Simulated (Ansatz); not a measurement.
# SiTe₄ (quintet): what the fields show

```yaml
atoms:
  - { symbol: Si, position_ang: [0.4329, -1.1301, 0.6093] }
  - { symbol: Te, position_ang: [-1.6506, 0.3504, 1.2902] }
  - { symbol: Te, position_ang: [2.0097, 0.5267, -0.4071] }
  - { symbol: Te, position_ang: [-0.0676, -2.2487, -1.5087] }
  - { symbol: Te, position_ang: [-0.7245, 2.5016, 0.0164] }
```

Geometry: r2SCAN-D4/def2-SVP; core potentials replace the inner electrons of Te.

Method: Ansatz, UKS PBE0-D4/def2-TZVP.

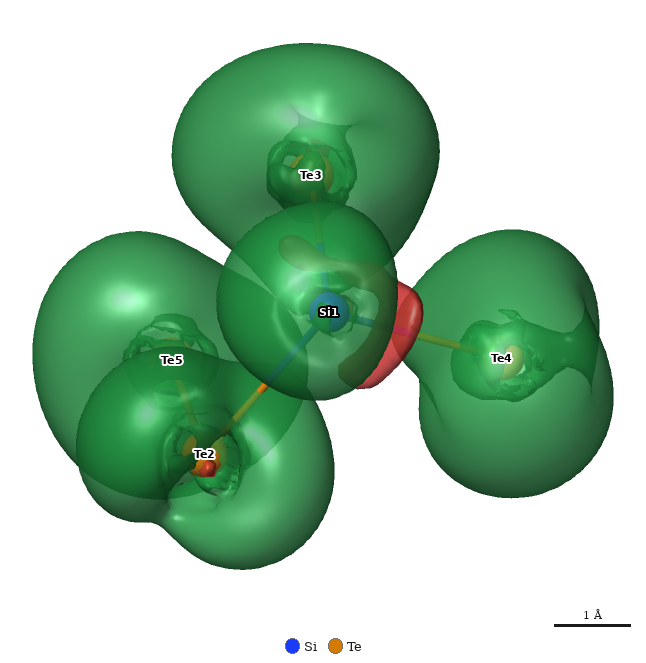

Figure 1. Isosurfaces of the spin density (α minus β) at +0.015 (green) and −0.015 e/Å³ (red), seen at a tilt.

> Which atoms carry the spin?

The unpaired spin (4 electrons) lies mostly on Te3 (about 1.1), Te4 (about 1.0), Te5 (about 1.0), Te2 (about 0.5) and Si1 (about 0.5), in electrons by Hirshfeld's partition.

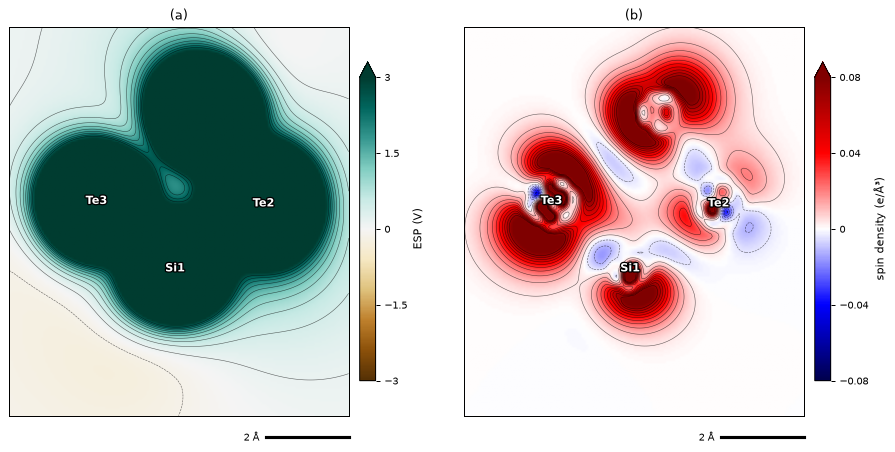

Figure 2. (a) electrostatic potential; (b) spin density (α minus β) on the plane of atoms Te2, Si1 and Te3.

> Read the bonding off the picture.

Atoms in the plane: Si and Te.

The potential has no marked negative region in this plane.

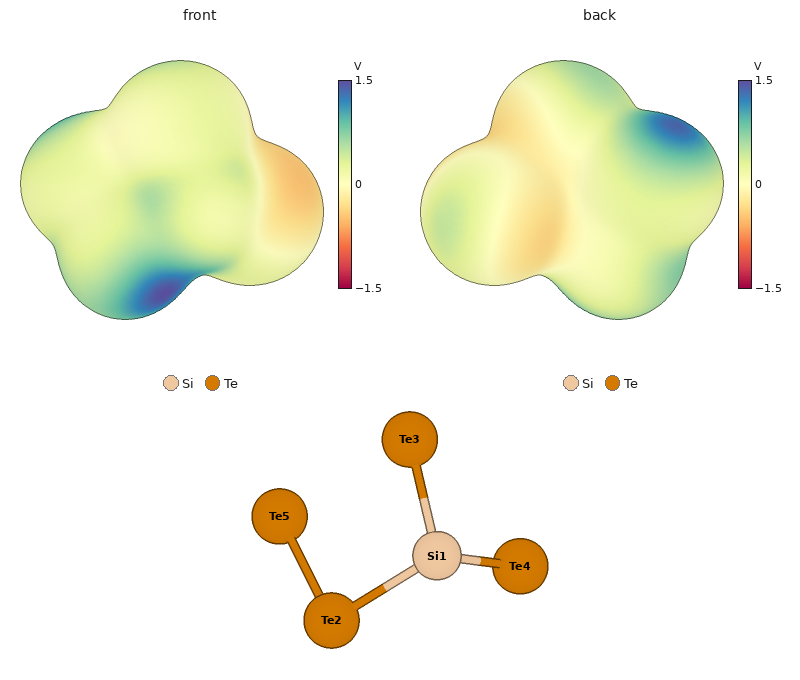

Figure 3. The molecular electrostatic potential painted on the density surface at 0.002 e/bohr³, seen from the front and from behind; red is negative and blue positive. The bare structure is drawn below in the same view.

> Where is the surface potential most negative and most positive?

The most negative region (about −0.5 V) lies over Te4, the most positive (about +1.4 V) over Te2 and Te5.
